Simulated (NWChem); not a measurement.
**One shape, several levels: C2H3F3Se (SMILES C[Se]C(F)(F)F)**

Wanted: a comparison of 4 runs (HF/STO-3G, HF/3-21G, B3LYP/6-31G*) of C2H3F3Se. 

Program for the calculation: NWChem 7.3.0.

**1. The molecule**

C2H3F3Se: 9 atoms, total charge 0, spin state singlet. As SMILES, `C[Se]C(F)(F)F`. The shape is that of a PBE0-D4/def2-TZVP optimisation.

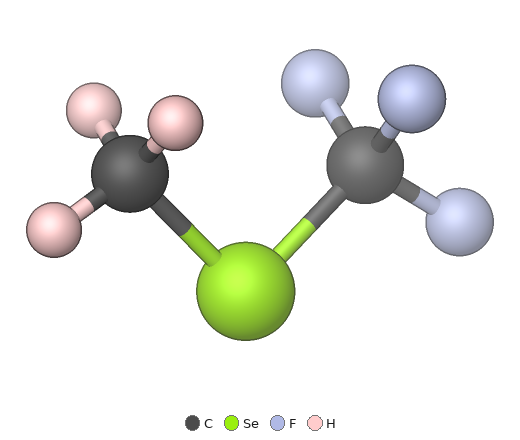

Viewed from a chosen angle; carbon dark grey, selenium green, fluorine light blue, hydrogen pink.

**2. Energy and gradient at HF/STO-3G (run 1)**

The input, mymol.nw:

```
START mymol
memory 2200 mb
charge 0

GEOMETRY units angstroms noautosym nocenter noautoz
   C     -0.293700    -1.171200     0.841600
   Se     1.297700    -0.376800     0.064000
   C      0.360600     1.097000    -0.808700
   F     -0.543900     0.675700    -1.696700
   F      1.252000     1.847900    -1.452400
   F     -0.288600     1.877700     0.059100
   H      0.051000    -2.043600     1.395200
   H     -0.979000    -1.483400     0.056900
   H     -0.767700    -0.469400     1.524000
END

BASIS spherical bse
   * library STO-3G
END

SCF
   thresh 1e-08
   maxiter 80
   print low
END

TASK scf gradient
```

On the command line:

```console
$ nwchem mymol.nw > mymol.out
```

The program printed:

```text
[...]
  functions       =    46
[...]
  wavefunction    = RHF
[...]
         Total SCF energy =  -2744.238404716739
      One-electron energy =  -4819.922711545421
      Two-electron energy =   1585.752197702653
 Nuclear repulsion energy =    489.932109126029
        Time for solution =      4.5s
[...]
                         RHF ENERGY GRADIENTS
    atom               coordinates                        gradient
                 x          y          z           x          y          z
   1 C      -0.555013  -2.213247   1.590393   -0.013034   0.000870   0.001221
   2 Se      2.452297  -0.712049   0.120942   -0.005535   0.018021  -0.011534
   3 C       0.681435   2.073029  -1.528221   -0.013493   0.022804  -0.013575
   4 F      -1.027822   1.276888  -3.206298    0.033427   0.018385   0.033224
   5 F       2.365937   3.492025  -2.744638   -0.035317  -0.031947   0.027005
   6 F      -0.545375   3.548338   0.111683    0.023557  -0.028206  -0.034840
   7 H       0.096376  -3.861844   2.636546    0.006644  -0.002769   0.000996
   8 H      -1.850042  -2.803220   0.107525    0.001391  -0.000874  -0.004578
   9 H      -1.450743  -0.887037   2.879942    0.002361   0.003717   0.002083
 Task  times  cpu:        5.7s     wall:        5.7s
[...]
```

Run time: 6.3 s. Hardware: 1 thread of Intel Xeon Platinum 8488C (Sapphire Rapids), shared host; peak memory 0.1 GiB.

**3. Energy and gradient at HF/3-21G (run 2)**

The input, c2h3f3se.nw:

```
start c2h3f3se
title "C2H3F3Se"
memory 2200 mb
charge 0

geometry units angstroms noautosym nocenter noautoz
 C       -0.293700      -1.171200       0.841600
 Se       1.297700      -0.376800       0.064000
 C        0.360600       1.097000      -0.808700
 F       -0.543900       0.675700      -1.696700
 F        1.252000       1.847900      -1.452400
 F       -0.288600       1.877700       0.059100
 H        0.051000      -2.043600       1.395200
 H       -0.979000      -1.483400       0.056900
 H       -0.767700      -0.469400       1.524000
end

basis "ao basis" spherical bse
 * library 3-21G
end

scf
 thresh 1e-08
 maxiter 80
 print medium
end

task scf gradient
```

On the command line:

```console
$ nwchem c2h3f3se.nw > c2h3f3se.out
```

The program printed:

```text
[...]
  functions       =    73
[...]
  wavefunction    = RHF
[...]
         Total SCF energy =  -2762.239102205819
      One-electron energy =  -4826.116582693256
      Two-electron energy =   1573.945371361407
 Nuclear repulsion energy =    489.932109126029
        Time for solution =      5.0s
[...]
                         RHF ENERGY GRADIENTS
    atom               coordinates                        gradient
                 x          y          z           x          y          z
   1 C      -0.555013  -2.213247   1.590393    0.012897   0.008637  -0.007830
   2 Se      2.452297  -0.712049   0.120942   -0.012163  -0.003999   0.004514
   3 C       0.681435   2.073029  -1.528221   -0.005572   0.008791  -0.005126
   4 F      -1.027822   1.276888  -3.206298    0.009942   0.006189   0.009051
   5 F       2.365937   3.492025  -2.744638   -0.010903  -0.009537   0.008113
   6 F      -0.545375   3.548338   0.111683    0.007090  -0.007373  -0.010780
   7 H       0.096376  -3.861844   2.636546    0.004053  -0.004804   0.002756
   8 H      -1.850042  -2.803220   0.107525   -0.003456  -0.002687  -0.005765
   9 H      -1.450743  -0.887037   2.879942   -0.001888   0.004783   0.005067
[...]
```

It took 6.9 s on 1 thread of Intel Xeon Platinum 8488C (Sapphire Rapids), shared host; peak memory 0.1 GiB.

**4. Energy and gradient at B3LYP/6-31G(d) (Cartesian functions) (run 3)**

The input, input.nw:

```
start input
title "C2H3F3Se B3LYP"
memory total 2200 mb

geometry noautosym nocenter noautoz
  C       -0.293700      -1.171200       0.841600
  Se       1.297700      -0.376800       0.064000
  C        0.360600       1.097000      -0.808700
  F       -0.543900       0.675700      -1.696700
  F        1.252000       1.847900      -1.452400
  F       -0.288600       1.877700       0.059100
  H        0.051000      -2.043600       1.395200
  H       -0.979000      -1.483400       0.056900
  H       -0.767700      -0.469400       1.524000
end

basis
  * library 6-31G*
end

dft
  xc b3lyp
  grid fine
  convergence energy 1e-08
  iterations 100
  mulliken
  print low
end

task dft gradient
```

On the command line:

```console
$ nwchem input.nw > input.out
```

The program printed:

```text
[...]
 d= 0,ls=0.0,diis     1  -2778.6188184842 -3.27D+03  1.67D-02  3.01D+00     4.0
[...]
 d= 0,ls=0.0,diis    11  -2778.8278328614 -5.41D-11  8.09D-08  9.92D-11    36.0
         Total DFT energy =    -2778.827832861362
      One electron energy =    -4841.517583697025
           Coulomb energy =     1703.310365372789
    Exchange-Corr. energy =     -130.552723663156
 Nuclear repulsion energy =      489.932109126029
[...]
      Total Density - Mulliken Population Analysis
     ---------------------------------------------
    Atom       Charge   Shell Charges
 -----------   ------   -------------------------------------------------------
    1 C    6     6.56   1.99  0.68  2.09  0.69  1.08  0.03
    2 Se  34    33.98   2.00  1.99  6.00  1.93  5.98  1.57  3.16  0.34  0.84  6.99  2.96  0.22
    3 C    6     5.30   1.99  0.72  1.79  0.28  0.40  0.12
    4 F    9     9.25   1.99  0.95  3.32  0.96  1.97  0.06
    5 F    9     9.25   1.99  0.95  3.32  0.96  1.97  0.06
    6 F    9     9.25   1.99  0.95  3.32  0.96  1.97  0.06
    7 H    1     0.81   0.52  0.29
    8 H    1     0.80   0.52  0.28
    9 H    1     0.80   0.52  0.28
[...]
                         DFT ENERGY GRADIENTS
    atom               coordinates                        gradient
                 x          y          z           x          y          z
   1 C      -0.555013  -2.213247   1.590393    0.005149   0.003789  -0.003359
   2 Se      2.452297  -0.712049   0.120942   -0.011663   0.000277   0.001499
   3 C       0.681435   2.073029  -1.528221   -0.000909   0.000972  -0.000471
   4 F      -1.027822   1.276888  -3.206298    0.007233   0.004930   0.006843
   5 F       2.365937   3.492025  -2.744638   -0.008589  -0.005723   0.005165
   6 F      -0.545375   3.548338   0.111683    0.005045  -0.005451  -0.008317
   7 H       0.096376  -3.861844   2.636546    0.000290   0.001761  -0.001242
   8 H      -1.850042  -2.803220   0.107525    0.001870   0.000429   0.000958
   9 H      -1.450743  -0.887037   2.879942    0.001573  -0.000984  -0.001076
 Task  times  cpu:       45.3s     wall:       45.3s
[...]
```

It took 46 s on 1 thread of Intel Xeon Platinum 8488C (Sapphire Rapids), shared host; peak memory 0.13 GiB.

**5. Energy and forces at B3LYP/6-31G(d) (spherical functions) (run 4)**

The input, struct.nw:

```
start struct
title "C2H3F3Se"
memory stack 880 mb heap 220 mb global 1100 mb

geometry units angstrom noautosym nocenter noautoz
 C       -0.293700      -1.171200       0.841600
 Se       1.297700      -0.376800       0.064000
 C        0.360600       1.097000      -0.808700
 F       -0.543900       0.675700      -1.696700
 F        1.252000       1.847900      -1.452400
 F       -0.288600       1.877700       0.059100
 H        0.051000      -2.043600       1.395200
 H       -0.979000      -1.483400       0.056900
 H       -0.767700      -0.469400       1.524000
end

basis "ao basis" spherical bse
 C library 6-31G*
 Se library 6-31G*
 F library 6-31G*
 H library 6-31G*
end

dft
 xc b3lyp
 mult 1
 grid fine
 convergence energy 1e-08
 maxiter 100
 mulliken
 print low
end

task dft gradient
```

On the command line:

```console
$ nwchem struct.nw > struct.out
```

The program printed:

```text
[...]
 d= 0,ls=0.0,diis     1  -2778.6116655065 -3.27D+03  1.58D-02  1.87D+00     4.0
[...]
 d= 0,ls=0.0,diis    10  -2778.8163274261 -1.94D-09  1.74D-07  4.79D-10    30.0
         Total DFT energy =    -2778.816327426113
      One electron energy =    -4841.650144344222
           Coulomb energy =     1703.523196896956
    Exchange-Corr. energy =     -130.621489104876
 Nuclear repulsion energy =      489.932109126029
[...]
      Total Density - Mulliken Population Analysis
     ---------------------------------------------
    Atom       Charge   Shell Charges
 -----------   ------   -------------------------------------------------------
    1 C    6     6.56   2.00  0.68  2.09  0.68  1.08  0.03
    2 Se  34    33.99   2.00  2.00  6.00  2.00  5.98  1.60  3.17  0.31  0.84  6.92  2.93  0.25
    3 C    6     5.21   2.00  0.70  1.79  0.23  0.34  0.16
    4 F    9     9.27   2.00  0.94  3.31  1.03  1.98  0.02
    5 F    9     9.27   2.00  0.94  3.32  1.03  1.98  0.02
    6 F    9     9.27   2.00  0.94  3.31  1.03  1.98  0.02
    7 H    1     0.81   0.52  0.29
    8 H    1     0.80   0.52  0.28
    9 H    1     0.80   0.52  0.28
[...]
                         DFT ENERGY GRADIENTS
    atom               coordinates                        gradient
                 x          y          z           x          y          z
   1 C      -0.555013  -2.213247   1.590393    0.005107   0.003724  -0.003309
   2 Se      2.452297  -0.712049   0.120942   -0.011278  -0.000297   0.001836
   3 C       0.681435   2.073029  -1.528221   -0.001061   0.001373  -0.000723
   4 F      -1.027822   1.276888  -3.206298    0.007128   0.005002   0.006718
   5 F       2.365937   3.492025  -2.744638   -0.008594  -0.005636   0.005106
   6 F      -0.545375   3.548338   0.111683    0.004958  -0.005295  -0.008320
   7 H       0.096376  -3.861844   2.636546    0.000244   0.001786  -0.001253
   8 H      -1.850042  -2.803220   0.107525    0.001901   0.000400   0.001023
   9 H      -1.450743  -0.887037   2.879942    0.001595  -0.001058  -0.001077
 Task  times  cpu:       39.4s     wall:       39.4s
[...]
```

Run time: 40 s. Hardware: 1 thread of Intel Xeon Platinum 8488C (Sapphire Rapids), shared host; peak memory 0.13 GiB.

**6. Overview of the runs**

```tsv
run	level	Cartesian functions	iteration cap	energy (Eh)	largest force (eV/Å)	wall time
1	HF/STO-3G	no	80	-2744.238405	2.815	6.3 s
2	HF/3-21G	no	80	-2762.239102	0.894	6.9 s
3	B3LYP/6-31G* (Cartesian functions)	yes	100	-2778.827833	0.605	46 s
4	B3LYP/6-31G* (spherical functions)	no	100	-2778.816327	0.590	40 s
```

**7. What came out**

| quantity | value |
| --- | --- |
| run 4: total energy | -2778.81633 Eh |
| run 4: largest force on an atom | 0.590 eV/Å |

What this shows: In run 1 the basis is minimal, so the values are rough. All runs together took 99 s, the longest 46 s.
